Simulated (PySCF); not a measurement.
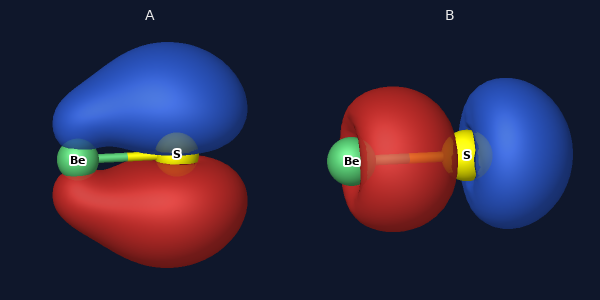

BeS (charge −1, doublet). Two frontier β-spin orbitals, each drawn at the value that holds 80 % of its norm (blue and red are the two phases), in no order; of a degenerate pair one member is drawn.

Computed with PBE0/aug-pcseg-1, non-relativistic, at a bond length of 1.822 Å in PySCF 2.14.0.

Q: Name the orbitals and rank them from lowest to highest energy.

A: Orbital B: σ, occupied in this spin, −2.86 eV; mainly on S (80 %).
Orbital A: π, occupied in this spin, −1.26 eV; mainly on S (85 %).
